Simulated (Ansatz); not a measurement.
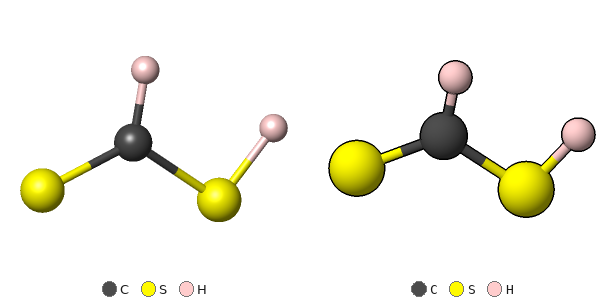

Both panels show the same species.

**Give the formula.**

CH2S2, 5 atoms: 1 carbon, 2 hydrogen and 2 sulfur.

**How many sets of symmetry-equivalent atoms are there?**

5: 1 C, 1 S, 1 S, 1 H, 1 H.

**How many bonds of each kind are drawn?**

2 C–S, 1 C–H, 1 S–H. Sticks follow a distance rule.

**Give the symmetry (Schoenflies symbol).**

Cs.

The parts below concern this one geometry. Atoms keep their numbers from picture to picture. The geometry was computed by an optimisation with PBE0-D4/def2-TZVP. No frequency run is at hand to confirm it as a minimum.

**Shape**

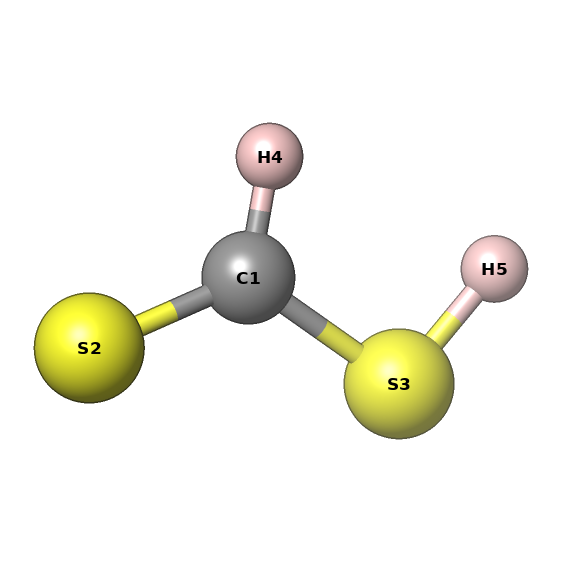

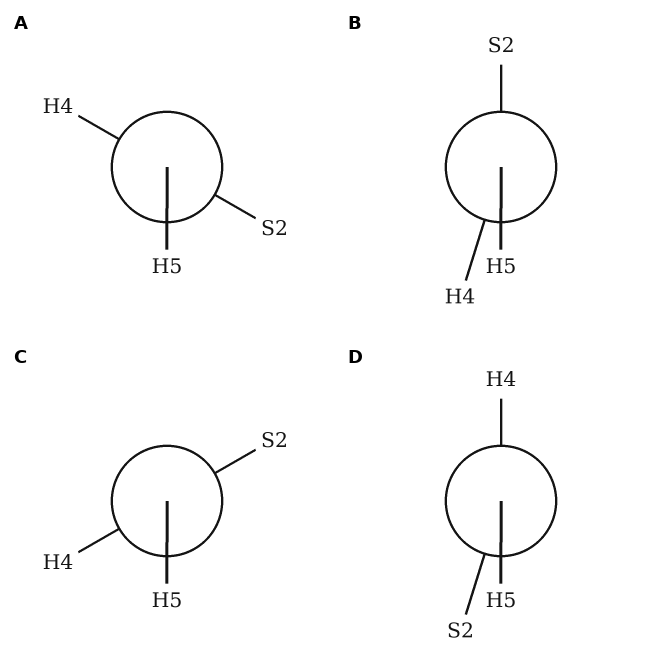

Distant atoms are faded towards the background colour. Bonds that would overlap in a projection are set slightly apart. No frequency run is at hand to confirm it as a minimum.

**Which Newman projection shows the view along S3–C1, with S3 in front?**

B. The torsion angle H5–S3–C1–S2 is 180°, antiperiplanar (anti).

**Electronic properties**

No frequency run is at hand to confirm it as a minimum. Method: RKS PBE0-D4/def2-TZVPP (Ansatz 0.2.0).

Predict the main results.

- HOMO energy (Kohn–Sham orbital): −6.72 eV
- LUMO energy (Kohn–Sham orbital): −2.27 eV
- HOMO–LUMO gap: 4.45 eV

**Dipole moment**

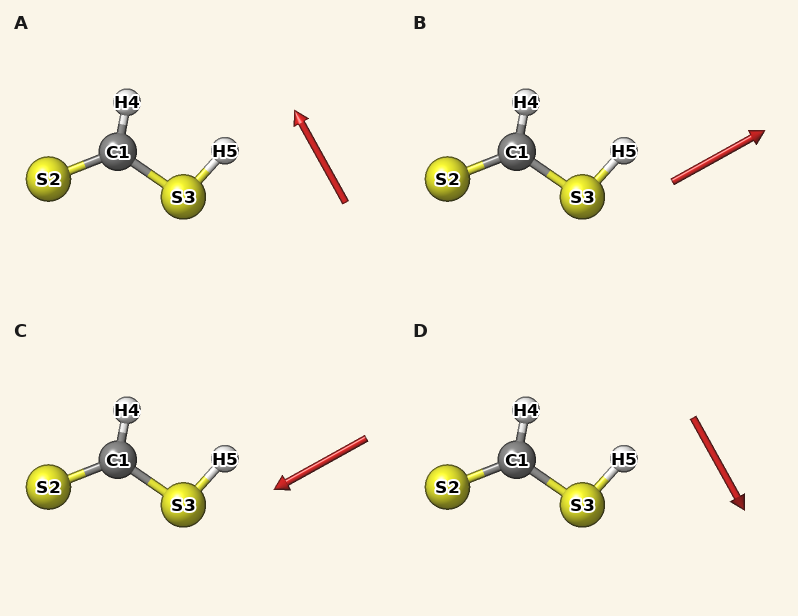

The same molecule four times, each with an arrow. No frequency run is at hand to confirm it as a minimum. Method: RKS PBE0-D4/def2-TZVP (Ansatz 0.2.0).

**Which arrow points along the dipole moment, from the negative to the positive end?**

B. The dipole moment is 2.92 D; it points from the side of S2 to the side of H5 (the outermost atoms at the two ends).

**Charges**

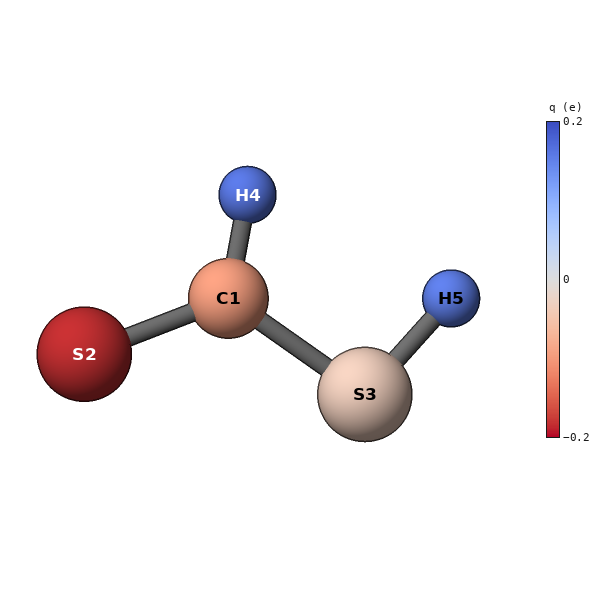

Atoms are coloured by their Mulliken charges. No frequency run is at hand to confirm it as a minimum. Level of theory: RKS PBE0-D4/def2-TZVP (Ansatz 0.2.0).

**Which atom carries the highest charge (most positive or least negative)?**

H4 (0.16 e).

**And the lowest?**

S2 (−0.18 e).

List the Mulliken charges.

```
atom  value (e)
  C1      −0.09
  S2      −0.18
  S3      −0.03
  H4       0.16
  H5       0.15
```

Mulliken values depend strongly on the basis set and can even reverse the polarity of a bond.
